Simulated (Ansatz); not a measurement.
# doublet CH3BClFO+ at 6 levels

Wanted: a comparison of 6 runs (UB3LYP/6-31G*, U-r2SCAN/cc-pVDZ, U-revPBE/cc-pVDZ, U-wB97M-V/cc-pVDZ, UPBE0/cc-pVDZ, USVWN5/cc-pVDZ) of doublet CH3BClFO+. 

The results are computed with Ansatz 0.2.0.

134 further runs of the same task are left out: 134 set aside as unsound or not needed. Runs told in other sessions of the task aren't counted.

**1. Starting point**

CH3BClFO+ has 8 atoms, charge +1, and is taken as a doublet. SMILES of the parent species: `COB(F)Cl`. The shape is that of a PBE0-D4/def2-TZVP optimisation. This is one conformer, not always the lowest. That shape belongs to the parent species and isn't relaxed for this state.

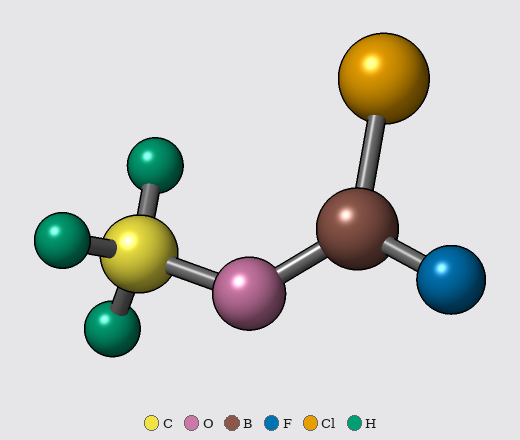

The structure, seen from a chosen angle (carbon yellow, oxygen pink, boron brown, fluorine blue, chlorine amber, hydrogen teal).

**2. The energy at UB3LYP/6-31G(d) (spherical functions) (run 1)**

job.yaml reads:

```yaml
crystal:
  periodic: [false, false, false]
  atoms:
    - {symbol: C, position_ang: [0.662000, -0.415400, 0.804600]}
    - {symbol: O, position_ang: [-0.122300, -0.654500, -0.347500]}
    - {symbol: B, position_ang: [-0.782400, 0.264900, -1.051400]}
    - {symbol: F, position_ang: [-1.466600, -0.129900, -2.108800]}
    - {symbol: Cl, position_ang: [-0.801800, 1.985600, -0.658500]}
    - {symbol: H, position_ang: [1.700600, -0.658800, 0.576000]}
    - {symbol: H, position_ang: [0.308900, -1.072800, 1.599700]}
    - {symbol: H, position_ang: [0.593700, 0.623700, 1.130000]}
basis:
  gaussian:
    orbitals: 6-31G_st_-spherical.json
hamiltonian:
  xc: {name: B3LYP}
magnetization:
  spin_polarized: true
  initial_magnetization: 1
output: {orbitals: {seedname: orbitals}}
total_charge: 1
accuracy: high
```

The basis set 6-31G* is read from a file made from the Basis Set Exchange's data (not shown).

Launch:

```
ansatz run job.yaml --threads 1 --pin off --max-ram 3480MiB --events-out events.jsonl --progress --plain --runs-dir runs
```

Output:

```text
Warning: RAYON_NUM_THREADS=1 ignored (pool sized by the plan → 1); use --threads N
Functional definition: B3LYP
  name "B3LYP"
  parameter a0 = 0.2
  parameter ax = 0.72
  parameter ac = 0.81
  exchange = (1 - a0 - ax)*slater_x + ax*b88_x + a0*exact_x
  correlation = (1 - ac)*vwn_rpa_c + ac*lyp_c
1817 factors; integrals over basis functions are off by at most 4.5e-9 eV
mean field evaluation 1: about -19028.1425 eV, gradient 5.6e1 eV
mean field evaluation 2: about -18977.2978 eV, gradient 1.2e2 eV
mean field evaluation 4: about -19036.2901 eV, gradient 3.0e1 eV
mean field evaluation 8: about -19040.8328 eV, gradient 7.5e-1 eV
mean field evaluation 16: about -19041.0648 eV, gradient 2.2e-1 eV
mean field evaluation 32: about -19041.0788 eV, gradient 1.3e-3 eV
mean field evaluation 64: about -19041.0052 eV, gradient 1.2e0 eV
mean field -19041.07876289 eV, -699.7467380295 hartree, gradient 4.1e-8 eV, S^2 0.758831; 5 other end points of the search recorded, 0 dependent functions left out
reference -19041.07879615 eV, -699.7467392518 hartree; 24, 23 occupied and 56, 57 virtual orbitals, 1817 factors
Total energy: -19041.07879615 eV, -699.7467392518 hartree
```

Run time: 26 s. Hardware: 1 thread of Arm Neoverse V2, shared host; peak memory 0.38 GiB.

**3. A single-point energy at U-r2SCAN/cc-pVDZ (run 2)**

run.yaml reads:

```yaml
crystal:
  periodic: [false, false, false]
  atoms:
    - {symbol: C, position_ang: [0.662000, -0.415400, 0.804600]}
    - {symbol: O, position_ang: [-0.122300, -0.654500, -0.347500]}
    - {symbol: B, position_ang: [-0.782400, 0.264900, -1.051400]}
    - {symbol: F, position_ang: [-1.466600, -0.129900, -2.108800]}
    - {symbol: Cl, position_ang: [-0.801800, 1.985600, -0.658500]}
    - {symbol: H, position_ang: [1.700600, -0.658800, 0.576000]}
    - {symbol: H, position_ang: [0.308900, -1.072800, 1.599700]}
    - {symbol: H, position_ang: [0.593700, 0.623700, 1.130000]}
basis:
  gaussian:
    orbitals: cc-pVDZ
total_charge: 1
magnetization:
  spin_polarized: true
  initial_magnetization: 1
hamiltonian:
  xc: {name: r2SCAN}
accuracy: high
output: {orbitals: {seedname: orbitals}}
```

Launch:

```
ansatz run run.yaml --threads 1 --pin off --max-ram 3480MiB --events-out events.jsonl --progress --plain --runs-dir runs
```

Output:

```text
Warning: RAYON_NUM_THREADS=1 ignored (pool sized by the plan → 1); use --threads N
Functional definition: r2SCAN
  name "r2SCAN"
  parameter k0 = 0.174
  parameter k1 = 0.065
  parameter a1 = 4.9479
  exchange = r2scan_x(k0 = k0, k1 = k1, a1 = a1)
  correlation = r2scan_c
2054 factors; integrals over basis functions are off by at most 3.5e-9 eV
mean field evaluation 1: about -19023.3811 eV, gradient 5.8e1 eV
mean field evaluation 2: about -18946.9168 eV, gradient 1.4e2 eV
mean field evaluation 4: about -19034.2139 eV, gradient 2.1e1 eV
mean field evaluation 8: about -19037.4231 eV, gradient 7.9e0 eV
mean field evaluation 16: about -19037.8401 eV, gradient 1.3e-1 eV
mean field evaluation 32: about -19037.8402 eV, gradient 2.9e-6 eV
mean field evaluation 64: about -19037.8320 eV, gradient 3.3e-1 eV
mean field -19037.84022573 eV, -699.6277239842 hartree, gradient 6.6e-8 eV, S^2 0.756733; 8 other end points of the search recorded, 0 dependent functions left out
reference -19037.84022746 eV, -699.6277240474 hartree; 24, 23 occupied and 65, 66 virtual orbitals, 2054 factors
Total energy: -19037.84022746 eV, -699.6277240474 hartree
```

Wall time 47 s (1 thread of Arm Neoverse V2, shared host); peak memory 0.46 GiB.

Runs 3 to 4 aren't shown in full; the table further down has their settings and results.

**4. A single-point energy at UPBE0/cc-pVDZ (run 5)**

Changes to run.yaml since step 3:

```diff
@@ -12,11 +12,7 @@
 basis:
-  gaussian:
-    orbitals: cc-pVDZ
+  gaussian: {orbitals: cc-pVDZ}
+magnetization: {spin_polarized: true, initial_magnetization: 1}
+accuracy: high
+hamiltonian: {xc: pbe0}
 total_charge: 1
-magnetization:
-  spin_polarized: true
-  initial_magnetization: 1
-hamiltonian:
-  xc: {name: r2SCAN}
-accuracy: high
 output: {orbitals: {seedname: orbitals}}
```

Launch:

```
ansatz run run.yaml --threads 1 --pin off --max-ram 3480MiB --events-out events.jsonl --progress --plain --runs-dir runs
```

Output:

```text
Warning: RAYON_NUM_THREADS=1 ignored (pool sized by the plan → 1); use --threads N
Functional definition: PBE0
  name "PBE0"
  parameter a = 0.25
  parameter kappa = 0.804
  parameter beta = 0.06672455060314922
  exchange = (1 - a)*pbe_x(kappa = kappa, mu = beta*pi^2/3) + a*exact_x
  correlation = pbe_c(beta = beta)
2054 factors; integrals over basis functions are off by at most 3.5e-9 eV
mean field evaluation 1: about -19018.5084 eV, gradient 5.4e1 eV
mean field evaluation 2: about -18980.3466 eV, gradient 1.1e2 eV
mean field evaluation 4: about -19026.4335 eV, gradient 2.7e1 eV
mean field evaluation 8: about -19030.0964 eV, gradient 4.5e0 eV
mean field evaluation 16: about -19030.5387 eV, gradient 2.8e-1 eV
mean field evaluation 32: about -19030.5561 eV, gradient 8.3e-3 eV
mean field evaluation 64: about -19030.0700 eV, gradient 4.6e0 eV
mean field -19030.55605142 eV, -699.3600355154 hartree, gradient 6.2e-8 eV, S^2 0.761283; 4 other end points of the search recorded, 0 dependent functions left out
reference -19030.55605372 eV, -699.3600356000 hartree; 24, 23 occupied and 65, 66 virtual orbitals, 2054 factors
Total energy: -19030.55605372 eV, -699.3600356000 hartree
```

Run time: 26 s. Hardware: 1 thread of Arm Neoverse V2, shared host; peak memory 0.44 GiB.

**5. A single-point energy at USVWN5/cc-pVDZ (run 6)**

input.yaml reads:

```yaml
crystal:
  periodic: [false, false, false]
  atoms:
    - {symbol: C, position_ang: [0.662000, -0.415400, 0.804600]}
    - {symbol: O, position_ang: [-0.122300, -0.654500, -0.347500]}
    - {symbol: B, position_ang: [-0.782400, 0.264900, -1.051400]}
    - {symbol: F, position_ang: [-1.466600, -0.129900, -2.108800]}
    - {symbol: Cl, position_ang: [-0.801800, 1.985600, -0.658500]}
    - {symbol: H, position_ang: [1.700600, -0.658800, 0.576000]}
    - {symbol: H, position_ang: [0.308900, -1.072800, 1.599700]}
    - {symbol: H, position_ang: [0.593700, 0.623700, 1.130000]}
basis:
  gaussian:
    orbitals: cc-pVDZ
total_charge: 1
magnetization:
  spin_polarized: true
  initial_magnetization: 1
hamiltonian:
  xc: {name: SVWN5}
accuracy: high
output: {orbitals: {seedname: orbitals}}
```

Launch:

```
ansatz run input.yaml --threads 1 --pin off --max-ram 3480MiB --events-out events.jsonl --progress --plain --runs-dir runs
```

Output:

```text
Warning: RAYON_NUM_THREADS=1 ignored (pool sized by the plan → 1); use --threads N
Functional definition: SVWN5
  name "SVWN5"
  exchange = slater_x
  correlation = vwn5_c
2054 factors; integrals over basis functions are off by at most 3.5e-9 eV
mean field evaluation 1: about -18934.6337 eV, gradient 6.3e1 eV
mean field evaluation 2: about -18821.2615 eV, gradient 1.6e2 eV
mean field evaluation 4: about -18947.4957 eV, gradient 2.5e1 eV
mean field evaluation 8: about -18951.6110 eV, gradient 8.4e0 eV
mean field evaluation 16: about -18952.0703 eV, gradient 4.8e-1 eV
mean field evaluation 32: about -18951.4516 eV, gradient 9.6e0 eV
mean field evaluation 64: about -18951.8983 eV, gradient 3.0e0 eV
mean field evaluation 96: about -18952.0721 eV, gradient 2.3e-1 eV
mean field -18952.08694340 eV, -696.4763489842 hartree, gradient 2.1e-8 eV, S^2 0.751704; 8 other end points of the search recorded, 0 dependent functions left out
reference -18952.08694639 eV, -696.4763490938 hartree; 24, 23 occupied and 65, 66 virtual orbitals, 2054 factors
Total energy: -18952.08694639 eV, -696.4763490938 hartree
```

Wall time 15 s (1 thread of Arm Neoverse V2, shared host); peak memory 0.27 GiB.

**6. The series**

| run | level | energy (Eh) | HOMO energy (eV) | LUMO energy (eV) | ⟨S²⟩ | wall time |
| --- | --- | --- | --- | --- | --- | --- |
| 1 | UB3LYP/6-31G* (spherical functions) | -699.746739 | -15.55 | -13.95 | 0.759 | 26 s |
| 2 | U-r2SCAN/cc-pVDZ | -699.627724 | -14.68 | -14.47 | 0.757 | 47 s |
| 3 | U-revPBE/cc-pVDZ | -699.618000 | -14.32 | -14.26 | 0.753 | 35 s |
| 4 | U-wB97M-V/cc-pVDZ | -699.660369 | -17.72 | -11.96 | 0.762 | 2.2 min |
| 5 | UPBE0/cc-pVDZ | -699.360036 | -15.81 | -13.79 | 0.761 | 26 s |
| 6 | USVWN5/cc-pVDZ | -696.476349 | -14.47 | – | 0.752 | 15 s |

**7. Summary of results**

```
                                 quantity          value
                      run 6: total energy  -696.47635 Eh
run 6: HOMO energy (highest over α and β)      -14.47 eV
                              run 6: ⟨S²⟩          0.752
```

Totals of different functionals can't be ranked against each other. All runs together took 4.7 min, the longest 2.2 min.
